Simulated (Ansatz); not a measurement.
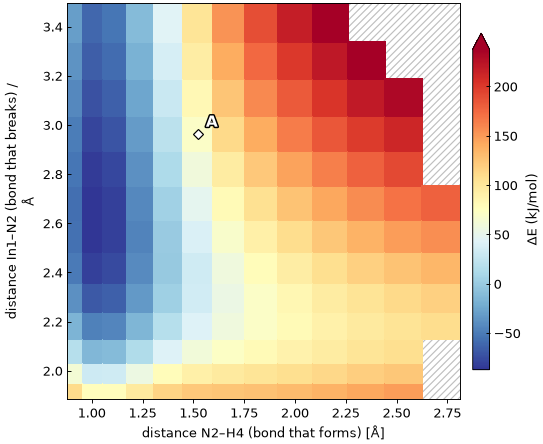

The reacting system CH5ClInN (fragments CH₄InN + ClH where the first distance is long, ClIn + CH₅N where the second is long). Coordinates scanned: (1) distance N2–H4 (bond that forms); (2) distance In1–N2 (bond that breaks). Relaxed at each point: all other coordinates. The grid has 13 × 13 points. At 11 points there is no value. Points are written as (first, second). Energies are in kJ/mol, from a guessed transition structure relaxed with its forming and breaking bonds held. The reference is spin-restricted, so regions where a bond is pulled apart into radicals lie too high. Theory: RKS PBE-D4/def2-SVP in Ansatz.

In the figure: one coloured cell a grid point, one colour for all values above the top of the scale, hatched blanks where no value was computed, the point A.

> Which way does the force act at A, and how strong is it?

A, at (1.521 Å, 2.964 Å), is not a stationary point. The computed force is 300 kJ/mol for each Å towards smaller values of the first coordinate and 82 kJ/mol for each Å towards smaller values of the second coordinate.
